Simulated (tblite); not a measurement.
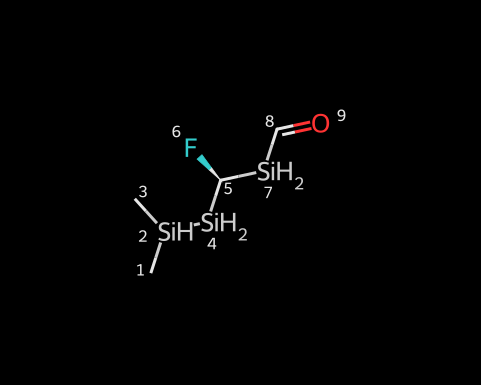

Skeletal drawing with numbered atoms; wedges and dashes mark any stereocentres. The configuration is that of a computed structure (GFN2-xTB).

**What are the Cahn–Ingold–Prelog descriptors?**

C5: S.
